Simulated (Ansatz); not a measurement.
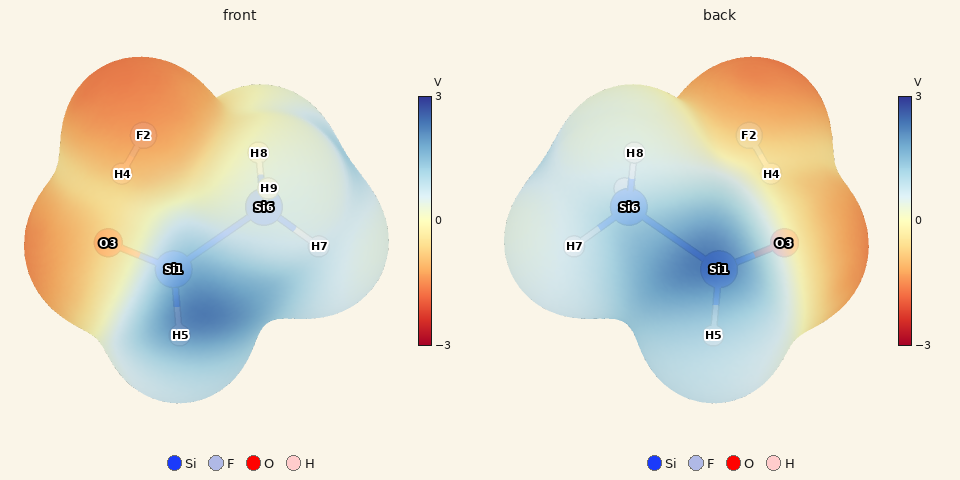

The picture shows: H₄OSi₂···HF. The electrostatic potential painted on the density surface at 0.001 e/bohr³, seen from the front and from behind; red is negative and blue positive.

The product side of a reaction path; geometry: PBE0-D4/def2-TZVP; a saddle point, not a minimum.

These are results of Ansatz 0.2.0, RKS PBE0-D4/def2-TZVPP, not measurements.

Input file:

```
crystal:
  periodic: [false, false, false]
  atoms:
    - {symbol: Si, position_ang: [-1.191540, 0.135331, -0.570450]}
    - {symbol: F, position_ang: [0.529547, -2.087595, 0.705800]}
    - {symbol: O, position_ang: [-1.580120, -1.340718, -0.414375]}
    - {symbol: H, position_ang: [-0.334741, -1.980897, 0.291745]}
    - {symbol: H, position_ang: [-2.151306, 1.075327, -1.218115]}
    - {symbol: Si, position_ang: [0.888033, 0.920901, 0.196857]}
    - {symbol: H, position_ang: [0.942178, 2.377190, -0.104262]}
    - {symbol: H, position_ang: [0.949444, 0.696638, 1.658214]}
    - {symbol: H, position_ang: [1.948405, 0.203824, -0.545415]}
basis:
  gaussian: {orbitals: def2-TZVPP}
hamiltonian: {xc: pbe0, dispersion: d4}
output: {orbitals: {seedname: orbitals}}
```

Run with:

```sh
ansatz run in.yaml --threads 4 --pin off --events-out ev --progress --plain --max-ram 9574MiB
```

Describe the electrostatic potential map.

The most negative region (about −1.6 V, or −37 kcal/mol for a unit charge) lies over F2, the most positive (about +2.3 V, or +53 kcal/mol for a unit charge) over Si1.
